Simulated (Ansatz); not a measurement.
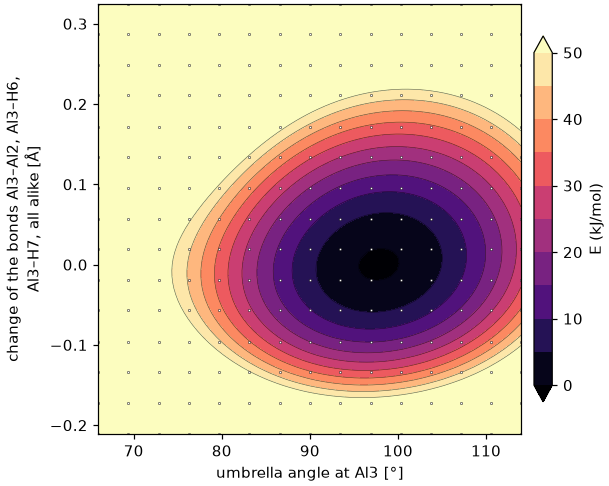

Al₂H₄N, SMILES [NH2][Al][AlH2], spin multiplicity 2. The first coordinate is: umbrella angle at Al3 (between each of its bonds and their common axis; 90 is planar); the second: change of the bonds Al3–Al2, Al3–H6, Al3–H7, all alike. Nothing is relaxed (all other coordinates rigid). The scan uses a 15 × 15 grid. Points are written as (first, second). Energies are in kJ/mol, from the lowest grid point. The calculation used UKS PBE-D4/def2-SVP (Ansatz).

The picture shows filled contours, dots at the grid points, one colour for all values above the top of the scale. Between grid points the surface is interpolated.

Estimate the position of the minimum and the force constants in these coordinates.

The interpolated minimum is at the first coordinate ≈ 97.8°, the second coordinate ≈ 0.000 Å. The curvatures there are about 7.5 eV/rad² and 31 eV/Å², with a cross term of about −1.7 eV/(rad·Å). Round the minimum the two coordinates are weakly coupled (coupling −0.11 in units of the two stiffnesses). (1 eV is 96.5 kJ/mol.)
